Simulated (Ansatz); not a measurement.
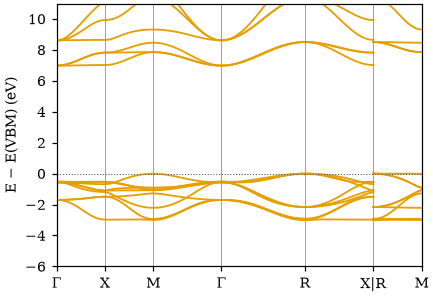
Figure: Band structure from r²SCAN in the plane-wave PAW code Ansatz

Read off the gap and where the band edges lie.

About 7.0 eV (6.98 eV by a search for the band edges); maximum at R, minimum at Γ.

The material is ScF₃ (ReO3 type, Pm-3m).

The workflow started from an entry of the Crystallography Open Database (COD, 300 K), which files this formula under 4 space groups. Whether it is the stable phase at ambient conditions was not checked. The cell was relaxed with r²SCAN under the symmetry of its start; its stability against distortions is not shown here. The run is not spin-polarised.

Potentials: the later of the program's two PAW sets.
